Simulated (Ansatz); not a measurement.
```csv
atom,x (Å),y (Å),z (Å)
N,-0.8718,0.4837,-1.0883
Si,0.6143,0.2669,-0.2920
C,0.2350,-0.5931,1.3400
S,-1.2283,-1.1342,1.7463
H,-1.6742,-0.0043,-0.7180
H,-0.9615,0.7139,-2.0617
H,1.6081,-0.5873,-1.0086
H,1.3088,1.5476,0.0194
H,1.0581,-0.7394,2.0460
```

Geometry: PBE0-D4/def2-TZVP.

Method: Ansatz 0.2.0, RKS PBE0-D4/def2-TZVPP.

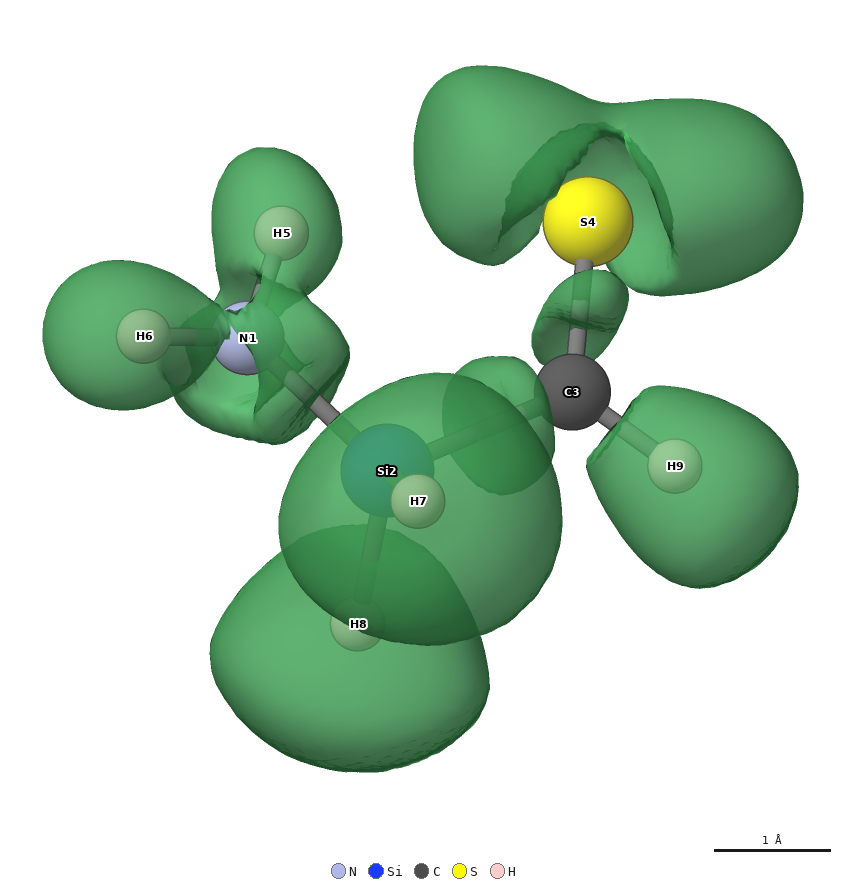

CH5NSSi (SMILES N[SiH2]C=S). Isosurface of the ELF at 0.8 (green), seen at a tilt. Only the valence region is drawn (cores and ρ < 0.01 e/Å³ removed).

Describe the localisation domains.

The ELF exceeds this value in one region between bonded C–S atoms (shared pairs), one region between bonded C–Si atoms (shared pairs), three regions around hydrogen nuclei, one ring or bowl of non-bonding electrons around S and one joined region spread over several atoms (H, N), in which their bonds and any lone pairs are merged.

Values along the shortest contacts:
C–S (1.61 Å): the ELF peaks at about 0.90 between the atoms, as expected for localised, covalent bonding. Si–N (1.70 Å): the ELF peaks at about 0.90 between the atoms: a shared but strongly polarised pair.
